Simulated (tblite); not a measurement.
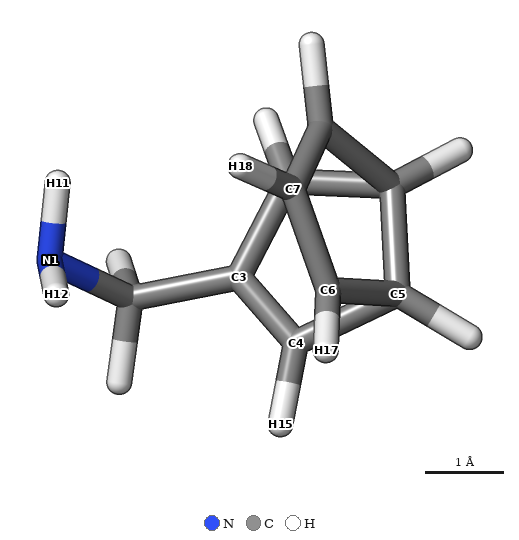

**Figure 1.** The input geometry (stick view, seen at a tilt; atoms are numbered from 1 in the order of the input). Bond lengths as drawn: C–C 1.39 to 1.52 Å, C–H 1.08 to 1.09 Å, C–N 1.46 Å and H–N 1.01 to 1.02 Å.

**C9H11N: saddle-point search**

System: C9H11N.
Method: GFN2-xTB saddle search (eigenvector following) and harmonic vibrations, gas phase (tblite 0.8.0).

**Input**
```
{"job": {"xc": "GFN2-xTB", "basis": "xTB", "kind": "saddle"}, "charge": 0, "multiplicity": 1}
N     -2.371248     0.477539     1.310945
C     -1.381404    -0.524850     1.696690
C     -0.196405    -0.595585     0.776329
C      0.971655     0.164901     0.907475
C      1.904163    -0.099807    -0.235859
C      1.296077     1.257151    -0.419886
C      0.344870     1.225212    -1.440471
C      0.127278    -0.091428    -1.828651
C     -0.197670    -1.201087    -0.479798
C      1.118376    -1.000571    -1.167809
H     -2.703337     0.290057     0.370051
H     -1.944703     1.398483     1.302851
H     -1.049423    -0.284578     2.710171
H     -1.891934    -1.492092     1.722324
H      1.283520     0.625097     1.829743
H      2.964796    -0.244930    -0.092792
H      1.739764     2.158722    -0.034418
H     -0.249117     2.065494    -1.752649
H     -0.459974    -0.383820    -2.681659
H     -0.913458    -1.944549    -0.786452
H      1.608174    -1.799359    -1.706134
```

The first line tells a small driver script what to run in tblite; the rest is the geometry in Å.

Command:
```bash
OMP_NUM_THREADS=1 python <driver script> task.json out
```

**The program's output**
```
step      E/eV     max force
  0    -754.31012   0.0693
  1    -754.31272   0.0621
  2    -754.31310   0.0260
  3    -754.31324   0.0167
  4    -754.31327   0.0149
  5    -754.31326   0.0156
  6    -754.31327   0.0000
lowest wavenumbers (cm-1): -406.7 52.2 93.5 233.9 321.1 323.7
```

**Trajectory as extended XYZ (Å, eV, eV/Å), 7 frames, from step=0 to step=6**
```
21
Properties=species:S:1:pos:R:3:forces:R:3 step=0 energy=-754.31012
N    -2.3712    0.4775    1.3109   -0.0030   0.0090  -0.0010
C    -1.3814   -0.5249    1.6967    0.0030  -0.0030  -0.0020
C    -0.1964   -0.5956    0.7763   -0.0040  -0.0090  -0.0080
C     0.9717    0.1649    0.9075   -0.0060   0.0560  -0.0330
C     1.9042   -0.0998   -0.2359    0.0070  -0.0120   0.0000
C     1.2961    1.2572   -0.4199   -0.0340  -0.0200   0.0570
C     0.3449    1.2252   -1.4405   -0.0180  -0.0120  -0.0010
C     0.1273   -0.0914   -1.8287    0.0250   0.0150  -0.0220
C    -0.1977   -1.2011   -0.4798    0.0120  -0.0320   0.0270
C     1.1184   -1.0006   -1.1678    0.0000   0.0080   0.0070
H    -2.7033    0.2901    0.3701    0.0060  -0.0060  -0.0010
H    -1.9447    1.3985    1.3029    0.0180   0.0080  -0.0080
H    -1.0494   -0.2846    2.7102   -0.0010   0.0010   0.0010
H    -1.8919   -1.4921    1.7223    0.0000   0.0020  -0.0120
H     1.2835    0.6251    1.8297    0.0110  -0.0290   0.0080
H     2.9648   -0.2449   -0.0928    0.0040   0.0100   0.0030
H     1.7398    2.1587   -0.0344    0.0130   0.0040  -0.0250
H    -0.2491    2.0655   -1.7526   -0.0060   0.0000   0.0070
H    -0.4600   -0.3838   -2.6817   -0.0190  -0.0120   0.0190
H    -0.9135   -1.9445   -0.7865   -0.0130   0.0190  -0.0260
H     1.6082   -1.7994   -1.7061    0.0030   0.0040   0.0090
21
Properties=species:S:1:pos:R:3:forces:R:3 step=1 energy=-754.31272
N    -2.3240    0.5241    1.3011    0.0540   0.0080   0.0130
C    -1.3873   -0.5331    1.6838   -0.0350   0.0070  -0.0030
C    -0.1900   -0.6179    0.7818   -0.0110  -0.0020   0.0010
C     0.9670    0.1562    0.9143    0.0020   0.0070  -0.0080
C     1.8996   -0.0869   -0.2336   -0.0020   0.0010   0.0020
C     1.2674    1.2602   -0.4161   -0.0070  -0.0070   0.0070
C     0.3112    1.2120   -1.4290   -0.0040  -0.0040   0.0000
C     0.1133   -0.1111   -1.8155    0.0110   0.0030  -0.0020
C    -0.1856   -1.2184   -0.4796    0.0030  -0.0070   0.0040
C     1.1293   -1.0012   -1.1648   -0.0060   0.0080  -0.0020
H    -2.6518    0.3648    0.3529    0.0150   0.0000   0.0180
H    -1.8478    1.4226    1.3085   -0.0220  -0.0580  -0.0020
H    -1.0677   -0.3339    2.7111   -0.0190  -0.0010  -0.0290
H    -1.9382   -1.4795    1.6693    0.0250   0.0490  -0.0030
H     1.2770    0.6148    1.8379    0.0010  -0.0040   0.0010
H     2.9638   -0.2101   -0.0940   -0.0070   0.0030   0.0000
H     1.6995    2.1692   -0.0347    0.0000  -0.0020  -0.0050
H    -0.3022    2.0408   -1.7352    0.0040  -0.0070   0.0030
H    -0.4731   -0.4123   -2.6662   -0.0020  -0.0010   0.0030
H    -0.8925   -1.9701   -0.7875    0.0010   0.0030  -0.0030
H     1.6322   -1.7904   -1.7048   -0.0020   0.0040   0.0030
21
Properties=species:S:1:pos:R:3:forces:R:3 step=2 energy=-754.31310
N    -2.3115    0.5359    1.3048    0.0120   0.0030  -0.0070
C    -1.3898   -0.5356    1.6794   -0.0140   0.0000   0.0020
C    -0.1899   -0.6224    0.7814   -0.0020   0.0000   0.0010
C     0.9639    0.1551    0.9151    0.0000   0.0000  -0.0010
C     1.8976   -0.0830   -0.2327   -0.0010   0.0010   0.0000
C     1.2595    1.2609   -0.4174   -0.0010  -0.0010  -0.0010
C     0.3037    1.2071   -1.4296    0.0000  -0.0010   0.0000
C     0.1119   -0.1178   -1.8147    0.0020   0.0010   0.0010
C    -0.1825   -1.2233   -0.4804    0.0010   0.0000   0.0000
C     1.1327   -1.0018   -1.1638    0.0000   0.0020   0.0000
H    -2.6331    0.3933    0.3517    0.0120   0.0010   0.0230
H    -1.8266    1.4284    1.3284   -0.0070  -0.0240  -0.0010
H    -1.0739   -0.3517    2.7103   -0.0100  -0.0020  -0.0160
H    -1.9501   -1.4749    1.6506    0.0090   0.0220   0.0000
H     1.2716    0.6151    1.8387    0.0000   0.0000   0.0000
H     2.9623   -0.2004   -0.0924   -0.0020   0.0010   0.0000
H     1.6872    2.1722   -0.0366   -0.0010  -0.0010  -0.0010
H    -0.3141    2.0323   -1.7363    0.0010  -0.0020   0.0000
H    -0.4725   -0.4222   -2.6657    0.0010   0.0000   0.0010
H    -0.8859   -1.9783   -0.7884    0.0010   0.0010   0.0010
H     1.6398   -1.7889   -1.7025   -0.0010   0.0010   0.0010
21
Properties=species:S:1:pos:R:3:forces:R:3 step=3 energy=-754.31324
N    -2.3021    0.5467    1.3136    0.0100  -0.0020   0.0020
C    -1.3927   -0.5391    1.6760   -0.0070   0.0010   0.0050
C    -0.1911   -0.6250    0.7802    0.0000   0.0010   0.0000
C     0.9599    0.1564    0.9146   -0.0020   0.0000   0.0000
C     1.8959   -0.0795   -0.2316    0.0000   0.0000  -0.0010
C     1.2536    1.2618   -0.4197    0.0000   0.0000   0.0000
C     0.2995    1.2031   -1.4330    0.0000  -0.0010   0.0000
C     0.1129   -0.1231   -1.8164   -0.0010   0.0010   0.0010
C    -0.1798   -1.2275   -0.4810    0.0010   0.0010   0.0000
C     1.1357   -1.0025   -1.1625    0.0010  -0.0010   0.0010
H    -2.6239    0.4182    0.3590    0.0040   0.0030   0.0060
H    -1.8069    1.4330    1.3479   -0.0060  -0.0150  -0.0010
H    -1.0786   -0.3725    2.7103   -0.0060  -0.0020  -0.0130
H    -1.9620   -1.4721    1.6322    0.0070   0.0150   0.0020
H     1.2646    0.6192    1.8378    0.0000   0.0000  -0.0010
H     2.9607   -0.1929   -0.0897    0.0000   0.0000   0.0000
H     1.6774    2.1751   -0.0394    0.0000  -0.0010  -0.0010
H    -0.3205    2.0255   -1.7421   -0.0010   0.0000   0.0000
H    -0.4689   -0.4308   -2.6680    0.0000   0.0000   0.0010
H    -0.8801   -1.9853   -0.7887    0.0010   0.0010   0.0000
H     1.6464   -1.7886   -1.6993    0.0000   0.0000   0.0000
21
Properties=species:S:1:pos:R:3:forces:R:3 step=4 energy=-754.31327
N    -2.2990    0.5502    1.3181   -0.0040   0.0040  -0.0120
C    -1.3941   -0.5408    1.6743    0.0010   0.0000   0.0000
C    -0.1919   -0.6255    0.7792    0.0010   0.0000   0.0000
C     0.9580    0.1576    0.9139    0.0000   0.0000   0.0000
C     1.8953   -0.0782   -0.2313    0.0000   0.0000   0.0000
C     1.2511    1.2620   -0.4211    0.0000   0.0000   0.0000
C     0.2981    1.2010   -1.4352    0.0000   0.0000   0.0000
C     0.1137   -0.1258   -1.8176    0.0000   0.0000   0.0000
C    -0.1786   -1.2292   -0.4813    0.0000   0.0000   0.0000
C     1.1372   -1.0031   -1.1619    0.0000   0.0000   0.0000
H    -2.6170    0.4319    0.3606    0.0050   0.0000   0.0140
H    -1.8021    1.4347    1.3628   -0.0020  -0.0050   0.0000
H    -1.0810   -0.3819    2.7098   -0.0010  -0.0010  -0.0020
H    -1.9664   -1.4710    1.6239   -0.0010   0.0010   0.0000
H     1.2613    0.6216    1.8370    0.0000   0.0000   0.0000
H     2.9602   -0.1899   -0.0884    0.0000   0.0000   0.0000
H     1.6733    2.1763   -0.0414    0.0000   0.0000   0.0000
H    -0.3230    2.0223   -1.7456    0.0000   0.0000   0.0000
H    -0.4670   -0.4352   -2.6692    0.0000   0.0000   0.0000
H    -0.8776   -1.9882   -0.7890    0.0000   0.0000   0.0000
H     1.6495   -1.7890   -1.6974    0.0000   0.0000   0.0000
21
Properties=species:S:1:pos:R:3:forces:R:3 step=5 energy=-754.31326
N    -2.2950    0.5555    1.3232    0.0070  -0.0070   0.0120
C    -1.3955   -0.5425    1.6726   -0.0040   0.0010   0.0020
C    -0.1926   -0.6264    0.7784   -0.0010   0.0000   0.0000
C     0.9559    0.1586    0.9134    0.0000   0.0000   0.0000
C     1.8946   -0.0766   -0.2308    0.0000   0.0000   0.0000
C     1.2486    1.2625   -0.4224    0.0000   0.0000   0.0000
C     0.2966    1.1991   -1.4373    0.0000   0.0000   0.0000
C     0.1145   -0.1283   -1.8185    0.0000   0.0000   0.0000
C    -0.1773   -1.2309   -0.4817    0.0000   0.0000   0.0000
C     1.1388   -1.0035   -1.1612    0.0000   0.0000   0.0000
H    -2.6142    0.4434    0.3661   -0.0030   0.0010  -0.0100
H    -1.7931    1.4369    1.3719    0.0000  -0.0010   0.0000
H    -1.0830   -0.3928    2.7098   -0.0020   0.0000  -0.0060
H    -1.9723   -1.4697    1.6145    0.0040   0.0070   0.0010
H     1.2578    0.6240    1.8363    0.0000   0.0000   0.0000
H     2.9596   -0.1865   -0.0869    0.0000   0.0000   0.0000
H     1.6691    2.1777   -0.0432    0.0000   0.0000   0.0000
H    -0.3254    2.0191   -1.7490    0.0000   0.0000   0.0000
H    -0.4650   -0.4394   -2.6704    0.0000   0.0000   0.0000
H    -0.8749   -1.9913   -0.7892    0.0000   0.0000   0.0000
H     1.6528   -1.7891   -1.6956    0.0000   0.0000   0.0000
21
Properties=species:S:1:pos:R:3:forces:R:3 step=6 energy=-754.31327
N    -2.2975    0.5523    1.3205    0.0000   0.0000   0.0000
C    -1.3947   -0.5415    1.6735    0.0000   0.0000   0.0000
C    -0.1922   -0.6257    0.7788    0.0000   0.0000   0.0000
C     0.9571    0.1582    0.9136    0.0000   0.0000   0.0000
C     1.8950   -0.0775   -0.2311    0.0000   0.0000   0.0000
C     1.2501    1.2623   -0.4218    0.0000   0.0000   0.0000
C     0.2976    1.2002   -1.4363    0.0000   0.0000   0.0000
C     0.1141   -0.1269   -1.8180    0.0000   0.0000   0.0000
C    -0.1781   -1.2298   -0.4815    0.0000   0.0000   0.0000
C     1.1379   -1.0033   -1.1616    0.0000   0.0000   0.0000
H    -2.6157    0.4370    0.3631    0.0000   0.0000   0.0000
H    -1.7986    1.4355    1.3673    0.0000   0.0000   0.0000
H    -1.0820   -0.3868    2.7097    0.0000   0.0000   0.0000
H    -1.9688   -1.4705    1.6197    0.0000   0.0000   0.0000
H     1.2598    0.6228    1.8366    0.0000   0.0000   0.0000
H     2.9599   -0.1885   -0.0877    0.0000   0.0000   0.0000
H     1.6716    2.1769   -0.0424    0.0000   0.0000   0.0000
H    -0.3238    2.0209   -1.7473    0.0000   0.0000   0.0000
H    -0.4661   -0.4370   -2.6698    0.0000   0.0000   0.0000
H    -0.8765   -1.9894   -0.7890    0.0000   0.0000   0.0000
H     1.6509   -1.7891   -1.6965    0.0000   0.0000   0.0000
```

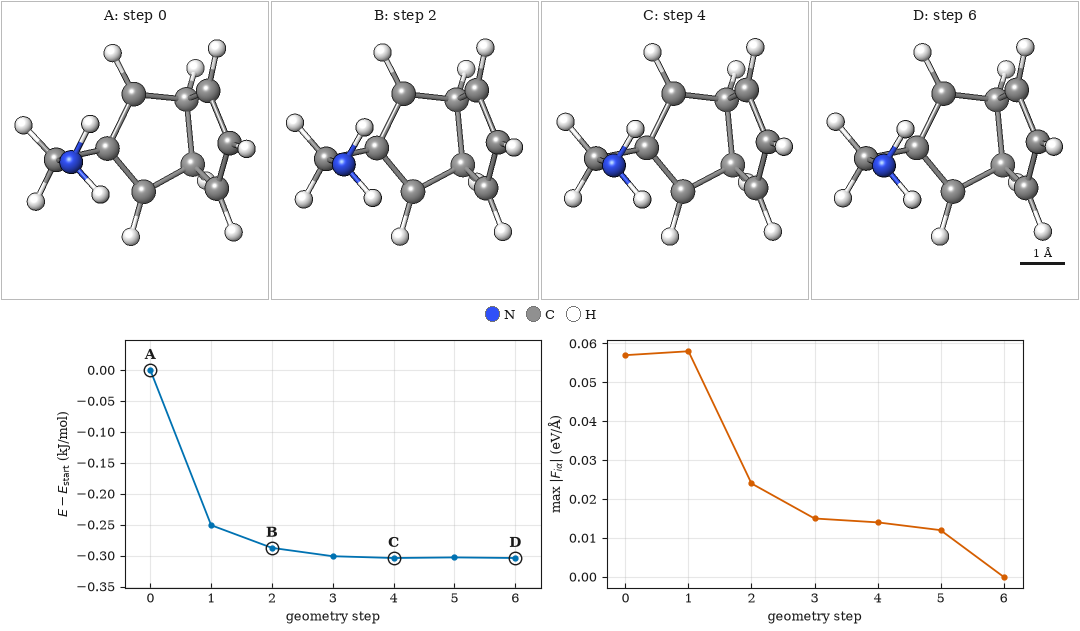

**Figure 2.** Frames of the saddle-point search (ball-and-stick view, seen at a tilt) above the curves, on which the letters mark them (steps are counted from 0).

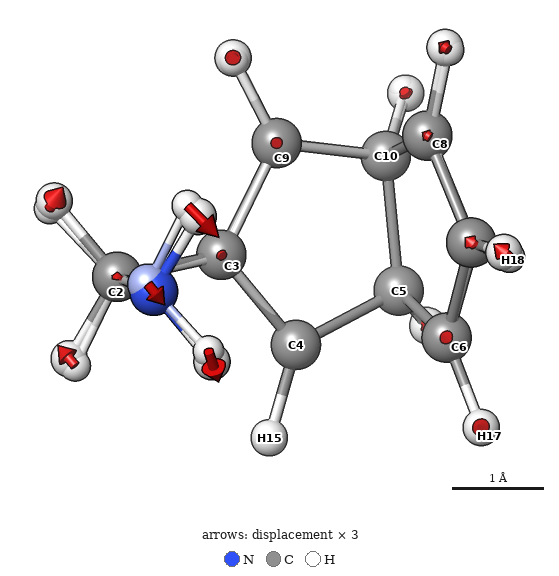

**Figure 3.** Start (faint) and end (solid) with the displacements as red arrows, magnified 3 times (ball-and-stick view, seen at a tilt). The two geometries are laid on each other by the best rigid fit. H11 moves most after the best rigid fit: 0.17 Å. Largest moves by element: H 0.17 Å, N 0.11 Å, C 0.05 Å. The energy falls by 0.30 kJ/mol in 6 geometry steps. The largest force component goes from 0.057 to under 0.0001 eV/Å. (Atoms are counted from 1 in the order of the input.)

**Key numbers**

| quantity | value |
| --- | --- |
| outcome | converged |
| total energy | −754.3133 eV |
| point group | Cs |
| hardware | 1 CPU thread, shared host |
| wall time | 3.5 s |
| peak memory | 0.19 GiB |
